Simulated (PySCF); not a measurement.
**[Tl(OH)4]−: other functionals and bases at one geometry**

Aim: see how levels, charges and forces of [Tl(OH)4]− depend on the level of theory. It is a constructed species; whether it can be made isn't addressed.

Program: PySCF 2.14.0. Level of theory: several levels, as the steps say, no spin–orbit coupling. These are calculated values, not measurements.

3 further runs of the same task are left out: 2 for a known fault of the program, 1 that didn't finish.

## 1. Where the work starts

9 atoms, charge -1, spin multiplicity 1.

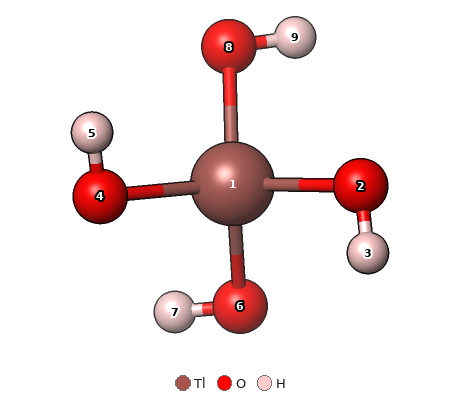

The geometry (thallium brown, oxygen red, hydrogen pink); atoms are numbered from 1 in the order of the file.

As a file:

```xyz
9
H4O4Tl
Tl    0.0000    0.0000    0.0001
O     1.0179    1.5220    1.1680
H     1.8269    1.0637    1.4407
O    -1.0179   -1.5220    1.1680
H    -1.8269   -1.0637    1.4407
O     1.5220   -1.0180   -1.1678
H     1.0634   -1.8268   -1.4409
O    -1.5220    1.0180   -1.1678
H    -1.0634    1.8268   -1.4409
```

Formal oxidation states: Tl +3. An earlier session relaxed this geometry at B3LYP, Tl def2-SVP with ECP60, O def2-SVP, H def2-SVP (singlet, point group S4).

At B3LYP on the finer grid: E = -475.651786 Eh, HOMO -2.19 eV, LUMO 2.86 eV, Mulliken charge on Tl1 +0.49 e, largest force component 0.014 eV/Å. 

Levels to run: HF; BLYP; TPSS; PBE; B3LYP, TZVP; B3LYP, x2c-SVP. Hardware: 2 threads of Arm Neoverse V2, shared host.

## 2. HF

Contents of run.py (the lines that set the calculation):

```python
mol = gto.M(atom='''
Tl     0.00000     0.00000     0.00007
O      1.01791     1.52198     1.16802
H      1.82690     1.06369     1.44067
O     -1.01791    -1.52198     1.16802
H     -1.82690    -1.06369     1.44067
O      1.52198    -1.01796    -1.16784
H      1.06340    -1.82680    -1.44088
O     -1.52198     1.01796    -1.16784
H     -1.06340     1.82680    -1.44088''',
    basis={'Tl': 'def2-SVP', 'O': 'def2-SVP', 'H': 'def2-SVP'},
    ecp={'Tl': 'def2-SVP'},
    charge=-1, spin=0)
mf = scf.RHF(mol)
mf = mf.density_fit()  # fitting sets: Tl def2-universal-JKFIT, O def2-universal-JKFIT, H def2-universal-JKFIT
mf.conv_tol = 1e-08; mf.max_cycle = 55
mf.kernel(dm0)  # dm0: the density of the relaxed state
```

On the command line:

```console
$ OMP_NUM_THREADS=2 python run.py
```

The log of the run:

```text
init E= -472.956983990894
  HOMO = -0.23275923442259  LUMO = 0.237361397149566  gap/eV = 12.79263
cycle= 1 E= -473.006902973743  delta_E= -0.0499  |g|= 0.0823  |ddm|= 0.677
  HOMO = -0.243878983435423  LUMO = 0.234432710601258  gap/eV = 13.01552
cycle= 2 E= -473.010246642928  delta_E= -0.00334  |g|= 0.0249  |ddm|= 0.159
  HOMO = -0.241981484301439  LUMO = 0.23911320999412  gap/eV = 13.09125
cycle= 3 E= -473.0106084574  delta_E= -0.000362  |g|= 0.0071  |ddm|= 0.0629
  HOMO = -0.244092436090038  LUMO = 0.237982391138615  gap/eV = 13.11792
cycle= 4 E= -473.010630926666  delta_E= -2.25e-05  |g|= 0.00289  |ddm|= 0.0119
  HOMO = -0.244187437713676  LUMO = 0.237886130224137  gap/eV = 13.11789
cycle= 5 E= -473.010635062827  delta_E= -4.14e-06  |g|= 0.00117  |ddm|= 0.0048
  HOMO = -0.244409977618086  LUMO = 0.237818679299931  gap/eV = 13.12211
cycle= 6 E= -473.010635808087  delta_E= -7.45e-07  |g|= 0.000244  |ddm|= 0.00219
  HOMO = -0.244459154239635  LUMO = 0.237774070473243  gap/eV = 13.12223
cycle= 7 E= -473.010635862178  delta_E= -5.41e-08  |g|= 3.68e-05  |ddm|= 0.000683
  HOMO = -0.244460825362407  LUMO = 0.237769829657093  gap/eV = 13.12216
cycle= 8 E= -473.010635863413  delta_E= -1.23e-09  |g|= 1.2e-05  |ddm|= 8.84e-05
  HOMO = -0.244461243224921  LUMO = 0.237770045363373  gap/eV = 13.12218
Extra cycle  E= -473.010635863535  delta_E= -1.22e-10  |g|= 6.4e-06  |ddm|= 2.31e-05
converged SCF energy = -473.010635863535
```

Wall time 1.9 s (2 threads of Arm Neoverse V2, shared host).

Result: E = -473.010636 Eh, HOMO -6.65 eV, LUMO 6.47 eV, Mulliken charge on Tl1 +1.11 e, largest force component 1.350 eV/Å. 

## 3. BLYP

Edit run.py (the lines that set the calculation) of step 2 so:

```diff
@@ -13,3 +13,4 @@
     charge=-1, spin=0)
-mf = scf.RHF(mol)
+mf = dft.RKS(mol, xc='BLYP')
+mf.grids.atom_grid = (75, 302)
 mf = mf.density_fit()  # fitting sets: Tl def2-universal-JKFIT, O def2-universal-JKFIT, H def2-universal-JKFIT
```

On the command line:

```console
$ OMP_NUM_THREADS=2 python run.py
```

The log of the run:

```text
init E= -475.517097437338
  HOMO = -0.0208079999844287  LUMO = 0.0909204515289197  gap/eV = 3.04029
cycle= 1 E= -475.520164839492  delta_E= -0.00307  |g|= 0.0685  |ddm|= 0.354
  HOMO = -0.0325157435795258  LUMO = 0.0879890801066381  gap/eV = 3.27910
cycle= 2 E= -475.515127258579  delta_E= 0.00504  |g|= 0.171  |ddm|= 0.253
  HOMO = -0.0249219513617236  LUMO = 0.0906570936327462  gap/eV = 3.14507
cycle= 3 E= -475.521349846058  delta_E= -0.00622  |g|= 0.00928  |ddm|= 0.153
  HOMO = -0.025449202515295  LUMO = 0.0896534874759425  gap/eV = 3.13210
cycle= 4 E= -475.521374421078  delta_E= -2.46e-05  |g|= 0.00258  |ddm|= 0.0177
  HOMO = -0.0252235598519921  LUMO = 0.0898570866936943  gap/eV = 3.13150
cycle= 5 E= -475.521375753134  delta_E= -1.33e-06  |g|= 0.000498  |ddm|= 0.00295
  HOMO = -0.0252039990693171  LUMO = 0.0898656725386964  gap/eV = 3.13121
cycle= 6 E= -475.52137573973  delta_E= 1.34e-08  |g|= 0.000562  |ddm|= 0.000933
  HOMO = -0.0252009718343999  LUMO = 0.089867683976145  gap/eV = 3.13118
cycle= 7 E= -475.521375811153  delta_E= -7.14e-08  |g|= 1.72e-05  |ddm|= 0.000556
  HOMO = -0.0251986163132794  LUMO = 0.0898702267534404  gap/eV = 3.13118
cycle= 8 E= -475.521375811251  delta_E= -9.82e-11  |g|= 1.73e-06  |ddm|= 3.36e-05
  HOMO = -0.0251989245938796  LUMO = 0.089869961134692  gap/eV = 3.13118
Extra cycle  E= -475.521375811251  delta_E= 2.27e-13  |g|= 2.08e-06  |ddm|= 2.76e-06
converged SCF energy = -475.521375811251
```

Run time: 5 s. Hardware: 2 threads of Arm Neoverse V2, shared host.

Result: E = -475.521376 Eh, HOMO -0.69 eV, LUMO 2.45 eV, Mulliken charge on Tl1 +0.30 e, largest force component 0.634 eV/Å. 

## 4. TPSS

Edit run.py (the lines that set the calculation) of step 3 so:

```diff
@@ -13,3 +13,3 @@
     charge=-1, spin=0)
-mf = dft.RKS(mol, xc='BLYP')
+mf = dft.RKS(mol, xc='TPSS')
 mf.grids.atom_grid = (75, 302)
```

On the command line:

```console
$ OMP_NUM_THREADS=2 python run.py
```

The log of the run:

```text
init E= -475.573887804598
  HOMO = -0.0301698217300327  LUMO = 0.0908051237997505  gap/eV = 3.29190
cycle= 1 E= -475.574341983621  delta_E= -0.000454  |g|= 0.089  |ddm|= 0.26
  HOMO = -0.0445867868618585  LUMO = 0.0855341916799794  gap/eV = 3.54077
cycle= 2 E= -475.567751442775  delta_E= 0.00659  |g|=  0.2  |ddm|= 0.265
  HOMO = -0.0341127512750895  LUMO = 0.0899687206971542  gap/eV = 3.37643
cycle= 3 E= -475.576064228474  delta_E= -0.00831  |g|= 0.00449  |ddm|= 0.178
  HOMO = -0.0341041561697235  LUMO = 0.0898294187068913  gap/eV = 3.37240
cycle= 4 E= -475.576068098345  delta_E= -3.87e-06  |g|= 0.000633  |ddm|= 0.00479
  HOMO = -0.0341095941101385  LUMO = 0.0898017378955061  gap/eV = 3.37180
cycle= 5 E= -475.576068175497  delta_E= -7.72e-08  |g|= 0.000329  |ddm|= 0.0011
  HOMO = -0.0341056038762107  LUMO = 0.0898076772299241  gap/eV = 3.37185
cycle= 6 E= -475.57606819863  delta_E= -2.31e-08  |g|= 9.81e-05  |ddm|= 0.000401
  HOMO = -0.0341009790915058  LUMO = 0.0898148024673269  gap/eV = 3.37192
cycle= 7 E= -475.576068200947  delta_E= -2.32e-09  |g|= 2.02e-05  |ddm|= 0.000146
  HOMO = -0.0341039637589288  LUMO = 0.0898111158674837  gap/eV = 3.37190
Extra cycle  E= -475.576068200806  delta_E= 1.41e-10  |g|= 3.16e-05  |ddm|= 6.12e-05
converged SCF energy = -475.576068200806
```

It took 7.5 s on 2 threads of Arm Neoverse V2, shared host.

Result: E = -475.576068 Eh, HOMO -0.93 eV, LUMO 2.44 eV, Mulliken charge on Tl1 +0.40 e, largest force component 0.384 eV/Å. 

## 5. PBE

Edit run.py (the lines that set the calculation) of step 4 so:

```diff
@@ -13,3 +13,3 @@
     charge=-1, spin=0)
-mf = dft.RKS(mol, xc='TPSS')
+mf = dft.RKS(mol, xc='PBE')
 mf.grids.atom_grid = (75, 302)
```

On the command line:

```console
$ OMP_NUM_THREADS=2 python run.py
```

The log of the run:

```text
init E= -475.313152253921
  HOMO = -0.0233475075798461  LUMO = 0.0885538189138657  gap/eV = 3.04499
cycle= 1 E= -475.312396603347  delta_E= 0.000756  |g|= 0.137  |ddm|= 0.365
  HOMO = -0.0463297850477972  LUMO = 0.0803380979682586  gap/eV = 3.44681
cycle= 2 E= -475.294452908881  delta_E= 0.0179  |g|= 0.326  |ddm|= 0.434
  HOMO = -0.0303057158039511  LUMO = 0.086899217127133  gap/eV = 3.18931
cycle= 3 E= -475.316542702994  delta_E= -0.0221  |g|= 0.00782  |ddm|= 0.286
  HOMO = -0.0305247819465822  LUMO = 0.0862300603419257  gap/eV = 3.17706
cycle= 4 E= -475.316559416167  delta_E= -1.67e-05  |g|= 0.00173  |ddm|= 0.0135
  HOMO = -0.0303639008256797  LUMO = 0.0864164515971595  gap/eV = 3.17776
cycle= 5 E= -475.316560030124  delta_E= -6.14e-07  |g|= 0.000412  |ddm|= 0.00276
  HOMO = -0.0303669485794665  LUMO = 0.0864016169088728  gap/eV = 3.17743
cycle= 6 E= -475.316560021754  delta_E= 8.37e-09  |g|= 0.000475  |ddm|= 0.000906
  HOMO = -0.0303682807633687  LUMO = 0.0864001223695894  gap/eV = 3.17743
cycle= 7 E= -475.316560072612  delta_E= -5.09e-08  |g|= 4.41e-05  |ddm|= 0.000486
  HOMO = -0.0303664476591574  LUMO = 0.0864030710743435  gap/eV = 3.17746
cycle= 8 E= -475.316560073169  delta_E= -5.57e-10  |g|= 4.46e-06  |ddm|= 6.84e-05
  HOMO = -0.0303674716842536  LUMO = 0.0864024113819184  gap/eV = 3.17747
Extra cycle  E= -475.316560073148  delta_E= 2.15e-11  |g|= 9.77e-06  |ddm|= 1.15e-05
converged SCF energy = -475.316560073148
```

Run time: 5.1 s. Hardware: 2 threads of Arm Neoverse V2, shared host.

Read off: E = -475.316560 Eh, HOMO -0.83 eV, LUMO 2.35 eV, Mulliken charge on Tl1 +0.32 e, largest force component 0.461 eV/Å. 

## 6. B3LYP, TZVP

Basis: Tl def2-TZVP with ECP60, O def2-TZVP, H def2-TZVP. 

Edit run.py (the lines that set the calculation) of step 5 so:

```diff
@@ -10,6 +10,6 @@
 H     -1.06340     1.82680    -1.44088''',
-    basis={'Tl': 'def2-SVP', 'O': 'def2-SVP', 'H': 'def2-SVP'},
-    ecp={'Tl': 'def2-SVP'},
+    basis={'Tl': 'def2-TZVP', 'O': 'def2-TZVP', 'H': 'def2-TZVP'},
+    ecp={'Tl': 'def2-TZVP'},
     charge=-1, spin=0)
-mf = dft.RKS(mol, xc='PBE')
+mf = dft.RKS(mol, xc='B3LYP')
 mf.grids.atom_grid = (75, 302)
@@ -17,2 +17,2 @@
 mf.conv_tol = 1e-08; mf.max_cycle = 55
-mf.kernel(dm0)  # dm0: the density of the relaxed state
+mf.kernel(dm0)  # dm0: free metal ions and neutral atoms
```

On the command line:

```console
$ OMP_NUM_THREADS=2 python run.py
```

The log of the run:

```text
init E= -484.782077608651
  HOMO = -0.0343370929980262  LUMO = 0.0946491276642121  gap/eV = 3.50989
cycle= 1 E= -475.873249574954  delta_E= 8.91  |g|=  1.3  |ddm|= 2.82
  HOMO = -0.228290442923482  LUMO = 0.0203662931416773  gap/eV = 6.76629
cycle= 2 E= -475.512766127993  delta_E= 0.36  |g|= 1.84  |ddm|= 1.57
  HOMO = -0.089934986764986  LUMO = 0.0818269599774979  gap/eV = 4.67388
cycle= 3 E= -476.052797086821  delta_E= -0.54  |g|= 0.319  |ddm|= 1.24
  HOMO = -0.101706719590221  LUMO = 0.083347960937644  gap/eV = 5.03559
cycle= 4 E= -476.071281004945  delta_E= -0.0185  |g|= 0.0421  |ddm|= 0.286
  HOMO = -0.104127073842606  LUMO = 0.0800103758397341  gap/eV = 5.01064
cycle= 5 E= -476.07158951181  delta_E= -0.000309  |g|= 0.0103  |ddm|= 0.0603
  HOMO = -0.103242759322338  LUMO = 0.0811800518567267  gap/eV = 5.01840
cycle= 6 E= -476.071611263681  delta_E= -2.18e-05  |g|= 0.00132  |ddm|= 0.014
  HOMO = -0.103247857066269  LUMO = 0.0811488937614229  gap/eV = 5.01769
cycle= 7 E= -476.071611599357  delta_E= -3.36e-07  |g|= 0.000391  |ddm|= 0.00145
  HOMO = -0.103256538435979  LUMO = 0.0811503022362814  gap/eV = 5.01797
cycle= 8 E= -476.071611607355  delta_E= -8e-09  |g|= 0.000341  |ddm|= 0.000457
  HOMO = -0.103261870289304  LUMO = 0.0811501534430299  gap/eV = 5.01811
cycle= 9 E= -476.071611629465  delta_E= -2.21e-08  |g|= 2.53e-05  |ddm|= 0.000238
  HOMO = -0.10326314701953  LUMO = 0.0811482219725335  gap/eV = 5.01809
cycle= 10 E= -476.071611629592  delta_E= -1.27e-10  |g|= 6.54e-06  |ddm|= 2.18e-05
  HOMO = -0.103261760539659  LUMO = 0.0811489528790794  gap/eV = 5.01807
Extra cycle  E= -476.071611629571  delta_E= 2.09e-11  |g|= 1.29e-05  |ddm|= 1.28e-05
converged SCF energy = -476.071611629571
```

It took 14 s on 2 threads of Arm Neoverse V2, shared host.

It gives: E = -476.071612 Eh, HOMO -2.81 eV, LUMO 2.21 eV, Mulliken charge on Tl1 +0.86 e, largest force component 0.222 eV/Å. 

## 7. B3LYP, x2c-SVP

Basis: Tl x2c-SVPall, O x2c-SVPall, H x2c-SVPall. All electrons are treated, with the spin-free X2C Hamiltonian.

Contents of run.py (the lines that set the calculation):

```python
mol = gto.M(atom='''
Tl     0.00000     0.00000     0.00007
O      1.01791     1.52198     1.16802
H      1.82690     1.06369     1.44067
O     -1.01791    -1.52198     1.16802
H     -1.82690    -1.06369     1.44067
O      1.52198    -1.01796    -1.16784
H      1.06340    -1.82680    -1.44088
O     -1.52198     1.01796    -1.16784
H     -1.06340     1.82680    -1.44088''',
    basis={'Tl': 'x2c-SVPall', 'O': 'x2c-SVPall', 'H': 'x2c-SVPall'},
    nucmod='G',
    charge=-1, spin=0)
mf = dft.RKS(mol, xc='B3LYP')
mf.grids.atom_grid = (99, 590)
mf = mf.density_fit()  # fitting sets: Tl AutoAux, O AutoAux, H AutoAux
mf = mf.sfx2c1e()
mf.conv_tol = 1e-08; mf.max_cycle = 55
mf.kernel(dm0)  # dm0: free metal ions and neutral atoms
```

On the command line:

```console
$ OMP_NUM_THREADS=2 python run.py
```

The log of the run:

```text
init E= -20560.9179232853
  HOMO = -0.02231846719071  LUMO = 0.108010719808423  gap/eV = 3.54644
cycle= 1 E= -20551.7424569483  delta_E= 9.18  |g|= 0.89  |ddm|= 3.56
  HOMO = -0.172225593612799  LUMO = 0.0613769522092662  gap/eV = 6.35665
cycle= 2 E= -20551.5402479326  delta_E= 0.202  |g|= 1.33  |ddm|= 1.72
  HOMO = -0.0727869032001943  LUMO = 0.102508633094462  gap/eV = 4.77003
cycle= 3 E= -20551.876124046  delta_E= -0.336  |g|= 0.148  |ddm|= 1.21
  HOMO = -0.0756967784760967  LUMO = 0.105947752064608  gap/eV = 4.94280
cycle= 4 E= -20551.880294361  delta_E= -0.00417  |g|= 0.0195  |ddm|= 0.171
  HOMO = -0.0775421901712883  LUMO = 0.10436283600774  gap/eV = 4.94989
cycle= 5 E= -20551.8803425957  delta_E= -4.82e-05  |g|= 0.00525  |ddm|= 0.0269
  HOMO = -0.0772901141238602  LUMO = 0.104815540550577  gap/eV = 4.95535
cycle= 6 E= -20551.8803476966  delta_E= -5.1e-06  |g|= 0.000606  |ddm|= 0.00881
  HOMO = -0.0773348288806734  LUMO = 0.104755180780451  gap/eV = 4.95492
cycle= 7 E= -20551.8803477638  delta_E= -6.72e-08  |g|= 0.000281  |ddm|= 0.00104
  HOMO = -0.0773337675988093  LUMO = 0.10475930435654  gap/eV = 4.95500
cycle= 8 E= -20551.8803477746  delta_E= -1.08e-08  |g|= 0.000167  |ddm|= 0.000399
  HOMO = -0.0773319427304888  LUMO = 0.104763840297756  gap/eV = 4.95508
cycle= 9 E= -20551.8803477805  delta_E= -5.86e-09  |g|= 1.08e-05  |ddm|= 0.000164
  HOMO = -0.0773320437172269  LUMO = 0.104762673882364  gap/eV = 4.95505
Extra cycle  E= -20551.8803477805  delta_E= 1.46e-11  |g|= 1.36e-05  |ddm|= 2.75e-05
converged SCF energy = -20551.8803477805
```

Run time: 31 s. Hardware: 2 threads of Arm Neoverse V2, shared host.

Read off: E = -20551.880348 Eh, HOMO -2.10 eV, LUMO 2.85 eV, Mulliken charge on Tl1 +0.62 e, largest force component 0.148 eV/Å. 

## 8. All levels side by side

| level | state | HOMO (eV) | gap (eV) | charge on Tl1 (e) | dipole (D) | largest force (eV/Å) | basis functions | time |
| --- | --- | --- | --- | --- | --- | --- | --- | --- |
| B3LYP (relaxed here) | singlet | -2.19 | 5.05 | 0.49 | 0.00 | 0.01 | 102 | 14 s |
| HF | singlet | -6.65 | 13.12 | 1.11 | 0.00 | 1.35 | 102 | 1.9 s |
| BLYP | singlet | -0.69 | 3.13 | 0.30 | 0.00 | 0.63 | 102 | 5 s |
| TPSS | singlet | -0.93 | 3.37 | 0.40 | 0.00 | 0.38 | 102 | 7.5 s |
| PBE | singlet | -0.83 | 3.18 | 0.32 | 0.00 | 0.46 | 102 | 5.1 s |
| B3LYP, TZVP | singlet | -2.81 | 5.02 | 0.86 | 0.00 | 0.22 | 198 | 14 s |
| B3LYP, x2c-SVP | singlet | -2.10 | 4.96 | 0.62 | 0.00 | 0.15 | 138 | 31 s |

Times are on 2 threads of Arm Neoverse V2, shared host; the first row also made further properties. The dipole of a charged species depends on the origin, so these sizes hold for this origin alone.

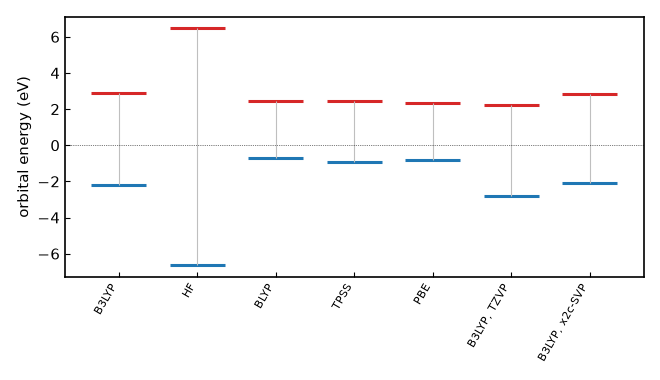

Highest filled and lowest empty level, method by method.

In one basis the HOMO–LUMO gap runs from 3.13 eV (BLYP) to 13.12 eV (HF). The largest leftover force, 1.35 eV/Å with HF, stands at a geometry relaxed at another level. The Mulliken charge on Tl spans +0.30 to +1.11 e over the levels. Total energies of different levels can't be compared. Spin–orbit coupling is left out throughout.
